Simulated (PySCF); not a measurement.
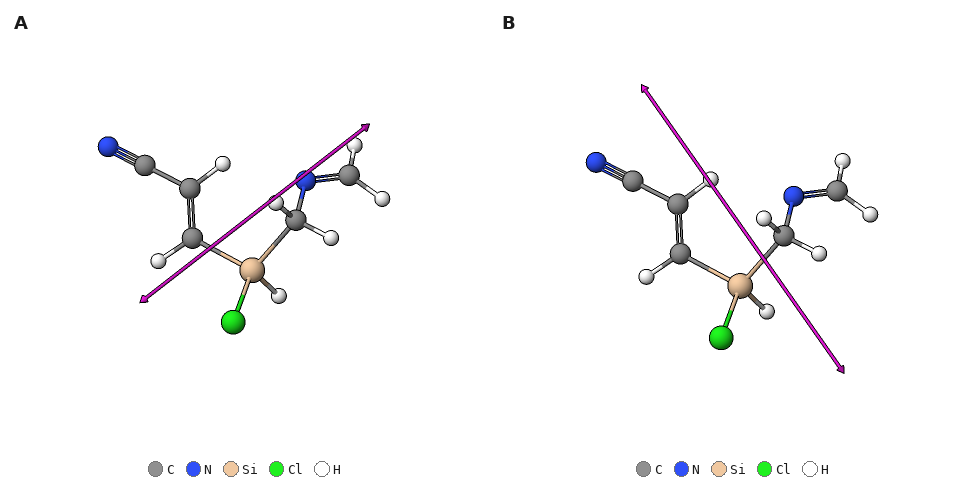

The double arrows show the directions of two transition dipoles from the ground state (lengths mean nothing). The computed structure is the end point of a GFN2-xTB optimisation. No frequency run is at hand to confirm it as a minimum. Level of theory: TDDFT CAM-B3LYP/def2-SVPD, vertical, gas phase, core orbitals frozen in the response (PySCF 2.14.0).

One belongs to singlet state 4 and one to singlet state 7. Which is which?

Answer. A: state 7, 6.97 eV (178 nm), oscillator strength 0.15, of mixed character, with the largest part HOMO−1 → LUMO+1 (weight 0.41).
B: state 4, 6.12 eV (203 nm), oscillator strength 0.096, of mixed character, with the largest part HOMO−3 → LUMO (weight 0.33).

The geometry is semi-empirical. Around Si such bond lengths and angles can be off by a tenth of an ångström or more and by several degrees, and values that hang on the shape move with them.
